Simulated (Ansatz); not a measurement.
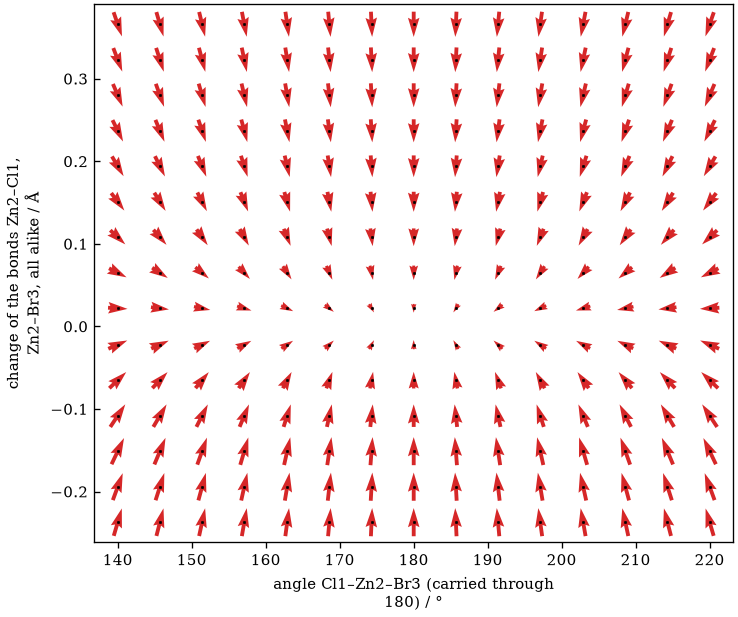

BrClZn, SMILES [Cl][Zn][Br]. 
- Coordinates scanned: (1) angle Cl1–Zn2–Br3 (carried through 180); (2) change of the bonds Zn2–Cl1, Zn2–Br3, all alike.
- Nothing is relaxed (all other coordinates rigid).
- The grid has 15 × 15 points; 199 points were computed and 26 follow by symmetry.
- Points are written as (first, second).
- Theory: RKS PBE0-D4/def2-TZVP (Ansatz).

Drawn: dots at the grid points, arrows along the force (downhill), their lengths compressed.

Q: The arrows alone are given. Where is the energy lowest?

A: The arrows converge at about (180°, 0.000 Å) (read from the interpolated surface).

The energy map of the same scan:

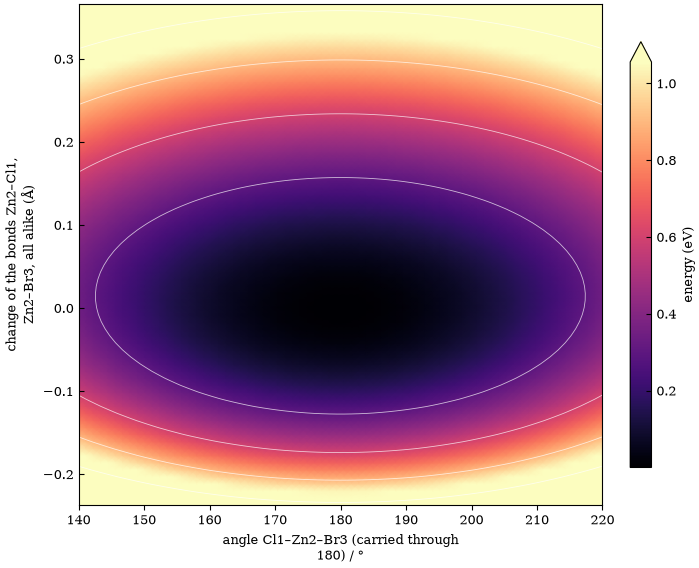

Energies are in eV, from the relaxed molecule at the same level; between grid points the surface is interpolated.
